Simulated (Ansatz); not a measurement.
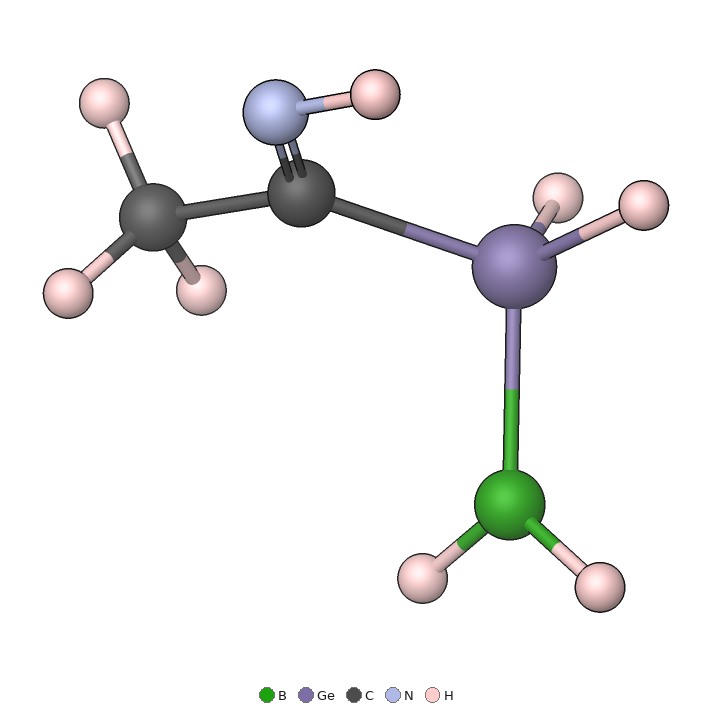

Starting geometry of the run.

Input file:

```yaml
crystal:
  periodic: [false, false, false]
  atoms:
    - {symbol: B, position_ang: [-2.033600, 0.820200, -0.232200]}
    - {symbol: Ge, position_ang: [-0.747100, 0.011200, 1.001600]}
    - {symbol: C, position_ang: [0.938300, -0.082000, 0.109600]}
    - {symbol: C, position_ang: [1.210400, -0.907100, -1.111000]}
    - {symbol: N, position_ang: [1.973400, 0.571000, 0.563400]}
    - {symbol: H, position_ang: [-2.627700, 1.880600, 0.067400]}
    - {symbol: H, position_ang: [-2.282000, 0.371600, -1.287700]}
    - {symbol: H, position_ang: [-1.175900, -1.399300, 1.361500]}
    - {symbol: H, position_ang: [-0.622900, 0.884000, 2.333700]}
    - {symbol: H, position_ang: [1.451000, -0.272600, -1.932600]}
    - {symbol: H, position_ang: [0.171800, -1.418700, -1.351000]}
    - {symbol: H, position_ang: [1.929800, -1.685800, -0.915000]}
    - {symbol: H, position_ang: [1.835100, 1.192200, 1.407200]}
basis:
  gaussian: {orbitals: def2-SVP}
hamiltonian: {xc: pbe, dispersion: d4}
relax: {f_tol: 0.03, max_steps: 200}
```

It was started with:

```sh
ansatz run in.yaml --threads 2 --pin off --events-out ev --progress --plain --max-ram 32768MiB --backend cpu
```

Output (its end):

```
mean field -60862.15348023 eV, -2236.6428865492 hartree, gradient 1.9e-5 eV, S^2 0.000000; 1 other end points of the search recorded, 0 dependent functions left out
the calculation of the forces begins
reference -60862.15352104 eV, -2236.6428880490 hartree; 32, 32 occupied and 96, 96 virtual orbitals, 1457 factors
Total energy: -60862.42182518 eV, -2236.6527480441 hartree
Atom 0 at    -2.045840     0.973650    -0.337580 Å, force     0.003519     0.000230    -0.002974 eV/Å
Atom 1 at    -0.829425     0.044611     1.018687 Å, force    -0.002396     0.001013     0.000557 eV/Å
Atom 2 at     1.024880    -0.095276     0.192276 Å, force     0.008532     0.001389     0.005683 eV/Å
Atom 3 at     1.134065    -0.912391    -1.067834 Å, force     0.012298     0.004118     0.002696 eV/Å
Atom 4 at     2.058586     0.456251     0.700542 Å, force    -0.010294    -0.000379    -0.003573 eV/Å
Atom 5 at    -2.338741     2.148869    -0.237458 Å, force    -0.000757    -0.001427     0.001461 eV/Å
Atom 6 at    -2.406705     0.364803    -1.327465 Å, force     0.000056     0.001021     0.001718 eV/Å
Atom 7 at    -1.265329    -1.419009     1.322210 Å, force     0.001943     0.002039     0.000155 eV/Å
Atom 8 at    -0.598974     0.783917     2.367814 Å, force    -0.000254    -0.000992    -0.000329 eV/Å
Atom 9 at     0.502005    -0.474882    -1.869247 Å, force    -0.005919     0.006061    -0.007675 eV/Å
Atom 10 at     0.759093    -1.943609    -0.900776 Å, force    -0.004078    -0.011440     0.003105 eV/Å
Atom 11 at     2.188323    -0.950991    -1.406050 Å, force    -0.002133     0.000078     0.000254 eV/Å
Atom 12 at     1.838664     0.989358     1.559781 Å, force    -0.000517    -0.001712    -0.001080 eV/Å
Dipole moment:    -0.186151    -0.059731    -0.040343 e Å
```
